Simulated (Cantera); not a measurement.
Feed: 1 mol TiO₂, 2.4 mol C, 0.017 mol CO, equilibrated at 1400 K.

Cantera equilibrium calculation (NASA polynomials, part measured and part estimated; ideal gas, pure solids and liquids). Candidate condensed phases: C, Ti, TiC, TiO, TiO₂, Ti₂O₃, Ti₃O₅, Ti₄O₇; 15 gas species. Mutual solubility and eutectic melting of coexisting phases are not modelled. TiC: taken at fixed stoichiometry. Condensed phases not in the tables: Magnéli phases beyond Ti₄O₇. The numbers say what is thermodynamically allowed, not how fast it happens.

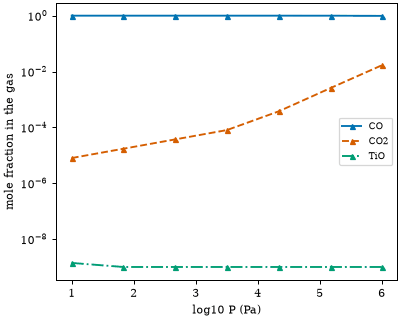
Fig. 1. Equilibrium gas composition (values under 1e-9 drawn at 1e-9)

From 10.0 Pa to 4.60 mbar the condensed part is TiC(s) + Ti₂O₃(s). At 32.0 mbar the condensed part is TiC(s) + Ti₃O₅(s). At 0.220 bar the condensed part is C(graphite) + Ti₃O₅(s). At 1.50 bar the condensed part is C(graphite) + Ti₄O₇(s). At 10.0 bar the condensed part is C(graphite) + TiO₂(rutile).
